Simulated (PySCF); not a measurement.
# doublet [SiH2Cl2]−: levels of theory compared

We compute a comparison of 5 runs (U-r2SCAN/6-311+G**, UB3LYP/6-311+G**, UBLYP/6-311+G**, UM06-L/6-311+G**, USVWN5/6-311+G**) of doublet [SiH2Cl2]−. Input form: a Python script.

Program for the calculation: PySCF 2.14.0.

2 further runs of the same task are left out: 2 that didn't finish.

### Step 1. The structure to begin with

[SiH2Cl2]− has 5 atoms, charge -1, and is taken as a doublet. SMILES of the parent species: `Cl[SiH2]Cl`. The coordinates come from a PBE0-D4/def2-TZVP relaxation. That shape belongs to the parent species and isn't relaxed for this state.

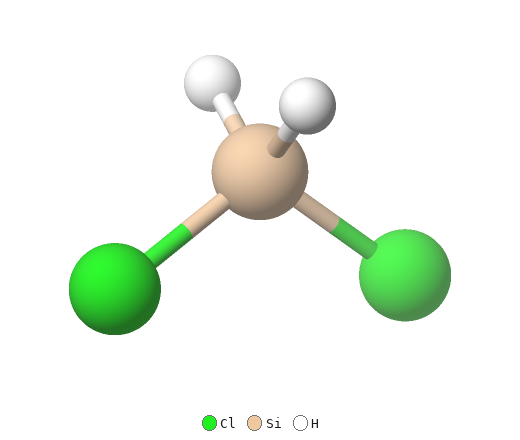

Viewed from a chosen angle; chlorine green, silicon light orange, hydrogen white.

### Step 2. The energy at U-r2SCAN/6-311+G(d,p) (run 1)

The input, run.py:

```python
from pyscf import gto, dft

system = gto.Mole()
system.atom = '''
Cl    -1.036100    -0.393400     1.609300
Si     0.136800    -0.071700    -0.028900
Cl    -0.799200     1.196800    -1.324000
H      0.352000    -1.362200    -0.711200
H      1.396500     0.556600     0.413400
'''
system.basis = '6-311+g**'
system.max_memory = 1860
system.verbose = 3
system.spin = 1
system.charge = -1
system.build()

ks = dft.UKS(system)
ks.xc = 'r2scan'
ks.conv_tol = 1e-10
ks.grids.level = 5
ks.kernel()
if not ks.converged:
    ks = ks.newton().run(ks.mo_coeff, ks.mo_occ)

e_tot = ks.e_tot
print('Final energy', e_tot)
```

Started as:

```console
$ OMP_NUM_THREADS=1 python run.py
```

Standard output:

```text
WARN: HOMO -0.0410480480422286 >= LUMO -0.0410480480422359

converged SCF energy = -1211.08766070732  <S^2> = 0.7516576  2S+1 = 2.0016569
Final energy -1211.087660707324
```

It took 1.8 min on 1 thread of Arm Neoverse V2, shared host; peak memory 0.57 GiB.

### Step 3. A single-point energy at UB3LYP/6-311+G(d,p) (run 2)

The input, job.py:

```python
from pyscf import gto, dft

mol = gto.Mole()
mol.atom = [
    ('Cl', (-1.036100, -0.393400, 1.609300)),
    ('Si', (0.136800, -0.071700, -0.028900)),
    ('Cl', (-0.799200, 1.196800, -1.324000)),
    ('H', (0.352000, -1.362200, -0.711200)),
    ('H', (1.396500, 0.556600, 0.413400)),
]
mol.charge = -1
mol.spin = 1
mol.basis = '6-311+g**'
mol.max_memory = 1860
mol.verbose = 3
mol.build()

myscf = dft.UKS(mol)
myscf.xc = 'b3lyp'
myscf.conv_tol = 1e-10
myscf.grids.level = 5
myscf.kernel()
if not myscf.converged:
    myscf = myscf.newton().run(myscf.mo_coeff, myscf.mo_occ)

etot = myscf.e_tot
print(f'total energy: {etot:.8f} hartree')
```

Started as:

```console
$ OMP_NUM_THREADS=1 python job.py
```

Standard output:

```text
WARN: HOMO -0.037419368399274 >= LUMO -0.0374193683992734

converged SCF energy = -1211.23334268875  <S^2> = 0.75054491  2S+1 = 2.0005448
total energy: -1211.23334269 hartree
```

Wall time 34 s (1 thread of Arm Neoverse V2, shared host); peak memory 0.53 GiB.

### Step 4. The energy at UBLYP/6-311+G(d,p) (run 3)

The input, run.py:

```python
from pyscf import gto, dft

system = gto.M(
    atom='''
Cl      -1.036100      -0.393400       1.609300
Si       0.136800      -0.071700      -0.028900
Cl      -0.799200       1.196800      -1.324000
H        0.352000      -1.362200      -0.711200
H        1.396500       0.556600       0.413400
''',
    spin=1,
    max_memory=1860,
    basis='6-311+g**',
    charge=-1,
    verbose=4,
)

myscf = dft.UKS(system, xc='blyp')
myscf.conv_tol = 1e-10
myscf.grids.level = 5
myscf.kernel()
if not myscf.converged:
    myscf = myscf.newton().run(myscf.mo_coeff, myscf.mo_occ)

e_final = myscf.e_tot
print('E(%s) = %.9f' % ('BLYP', e_final))
```

Started as:

```console
$ OMP_NUM_THREADS=1 python run.py
```

Standard output:

```text
PySCF version 2.14.0

[INPUT] num. atoms = 5
[INPUT] num. electrons = 51
[INPUT] charge = -1
[INPUT] spin (= nelec alpha-beta = 2S) = 1
[INPUT] symmetry False subgroup None
[INPUT] Mole.unit = angstrom
[INPUT] Symbol           X                Y                Z      unit          X                Y                Z       unit  Magmom
[INPUT]  1 Cl    -1.036100000000  -0.393400000000   1.609300000000 AA   -1.957945237662  -0.743418257404   3.041136252263 Bohr   0.0
[INPUT]  2 Si     0.136800000000  -0.071700000000  -0.028900000000 AA    0.258514533841  -0.135493363131  -0.054613085000 Bohr   0.0
[INPUT]  3 Cl    -0.799200000000   1.196800000000  -1.324000000000 AA   -1.510269118752   2.261624225879  -2.501997388924 Bohr   0.0
[INPUT]  4 H      0.352000000000  -1.362200000000  -0.711200000000 AA    0.665183595847  -2.574184926883  -1.343973219791 Bohr   0.0
[INPUT]  5 H      1.396500000000   0.556600000000   0.413400000000 AA    2.639002532955   1.051821560933   0.781212779895 Bohr   0.0

[... 43 lines left out ...]
WARN: HOMO -0.0455316451332727 >= LUMO -0.0455316451332648
[... 62 lines left out ...]
converged SCF energy = -1211.16829137204  <S^2> = 0.75036724  2S+1 = 2.0003672
E(BLYP) = -1211.168291372
```

It took 36 s on 1 thread of Arm Neoverse V2, shared host; peak memory 0.53 GiB.

Run 4 isn't shown in full; the table further down has it.

### Step 5. The energy at USVWN5/6-311+G(d,p) (run 5)

The input, start.xyz:

```xyz
5
Cl2H2Si
Cl    -1.036100    -0.393400     1.609300
Si     0.136800    -0.071700    -0.028900
Cl    -0.799200     1.196800    -1.324000
H      0.352000    -1.362200    -0.711200
H      1.396500     0.556600     0.413400
```

The input, run.py:

```python
from pyscf import gto, dft

mol = gto.M(
    atom='start.xyz',
    max_memory=1860,
    basis='6-311+g**',
    verbose=4,
    charge=-1,
    spin=1,
)

ks = dft.UKS(mol, xc='svwn')
ks.grids.level = 5
ks.conv_tol = 1e-10
ks.kernel()
if not ks.converged:
    ks = ks.newton().run(ks.mo_coeff, ks.mo_occ)

etot = ks.e_tot
print(f'total energy: {etot:.8f} hartree')
```

Started as:

```console
$ OMP_NUM_THREADS=1 python run.py
```

Standard output:

```text
PySCF version 2.14.0

[INPUT] num. atoms = 5
[INPUT] num. electrons = 51
[INPUT] charge = -1
[INPUT] spin (= nelec alpha-beta = 2S) = 1
[INPUT] symmetry False subgroup None
[INPUT] Mole.unit = angstrom
[INPUT] Symbol           X                Y                Z      unit          X                Y                Z       unit  Magmom
[INPUT]  1 Cl    -1.036100000000  -0.393400000000   1.609300000000 AA   -1.957945237662  -0.743418257404   3.041136252263 Bohr   0.0
[INPUT]  2 Si     0.136800000000  -0.071700000000  -0.028900000000 AA    0.258514533841  -0.135493363131  -0.054613085000 Bohr   0.0
[INPUT]  3 Cl    -0.799200000000   1.196800000000  -1.324000000000 AA   -1.510269118752   2.261624225879  -2.501997388924 Bohr   0.0
[INPUT]  4 H      0.352000000000  -1.362200000000  -0.711200000000 AA    0.665183595847  -2.574184926883  -1.343973219791 Bohr   0.0
[INPUT]  5 H      1.396500000000   0.556600000000   0.413400000000 AA    2.639002532955   1.051821560933   0.781212779895 Bohr   0.0

[... 104 lines left out ...]
converged SCF energy = -1207.06208364794  <S^2> = 0.75029936  2S+1 = 2.0002993
total energy: -1207.06208365 hartree
```

It took 21 s on 1 thread of Arm Neoverse V2, shared host; peak memory 0.34 GiB.

### Step 6. Overview of the runs

| run | level | energy (Eh) | HOMO energy (eV) | LUMO energy (eV) | ⟨S²⟩ | wall time |
| --- | --- | --- | --- | --- | --- | --- |
| 1 | U-r2SCAN/6-311+G** | -1211.087661 | 2.59 | 3.00 | 0.752 | 1.8 min |
| 2 | UB3LYP/6-311+G** | -1211.233343 | 2.18 | 3.01 | 0.751 | 34 s |
| 3 | UBLYP/6-311+G** | -1211.168291 | 2.56 | 2.80 | 0.750 | 36 s |
| 4 | UM06-L/6-311+G** | -1211.157554 | 2.86 | 3.24 | 0.752 | 5.3 min |
| 5 | USVWN5/6-311+G** | -1207.062084 | 2.35 | 2.56 | 0.750 | 21 s |

### Step 7. Summary of results

```
                                 quantity           value
                      run 5: total energy  -1207.06208 Eh
run 5: HOMO energy (highest over α and β)         2.35 eV
 run 5: LUMO energy (lowest over α and β)         2.56 eV
                              run 5: ⟨S²⟩           0.750
```

**Reading.** Totals of different functionals can't be ranked against each other. In runs 1, 2, 3, 4, 5 the HOMO lies above zero, so the outermost electron may be held by the basis alone. All runs together took 8.7 min, the longest 5.3 min.
